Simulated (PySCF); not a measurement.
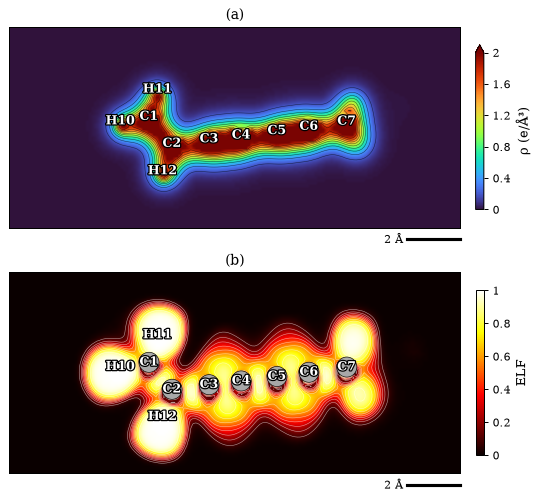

The picture shows: C7H6FSi (doublet). (a) electron density; (b) electron localisation function on the plane of atoms C2, C1 and H11. Grey discs cover the atomic cores in the ELF map.

Geometry: GFN2-xTB.

Level of theory: PySCF, UKS B3LYP, pcH-1 on C F H Si, non-relativistic, mean-field spin-orbit, GIAO.

Input file:

```
{"job": {"kind": "epr", "basis": "pcH-1"}, "charge": 0, "multiplicity": 2}
C      4.346795    -0.682313    -0.134361
C      3.498793     0.225305    -0.613680
C      2.104658     0.096300    -0.540405
C      0.897071    -0.010392    -0.485267
C     -0.447322    -0.140811    -0.420616
C     -1.648705    -0.281650    -0.391029
C     -3.071436    -0.427182    -0.301602
Si    -3.783729     0.418824     1.266629
F     -5.217536    -0.329045     1.484467
H      5.412757    -0.553553    -0.210810
H      3.997201    -1.580363     0.347596
H      3.860347     1.125950    -1.097672
H     -3.539560    -0.035939    -1.209103
H     -3.323290    -1.491657    -0.233710
H     -3.090458     0.168859     2.517651
```

Command:

```sh
OMP_NUM_THREADS=1 python probes_run.py task.json out
```

Read the bonding off the picture.

Answer. The plane passes through C and H nuclei.
C–C (1.21 Å): the density is about 2.3 e/Å³ at the midpoint; the ELF peaks at about 0.85 between the atoms (a multiple bond).
C–H (1.08 Å): ρ at the midpoint is about 1.7 e/Å³; the ELF climbs to about 1 towards the hydrogen, as it does in any bond to H: an ordinary covalent bond to hydrogen.
C–C (1.33 Å): the density is about 2.2 e/Å³ at the midpoint; the ELF peaks at about 0.90 between the atoms: a multiple bond.
C–C (1.40 Å): ρ is about 1.7 e/Å³ halfway; the ELF peaks at about 0.95 between the atoms: a covalent bond.
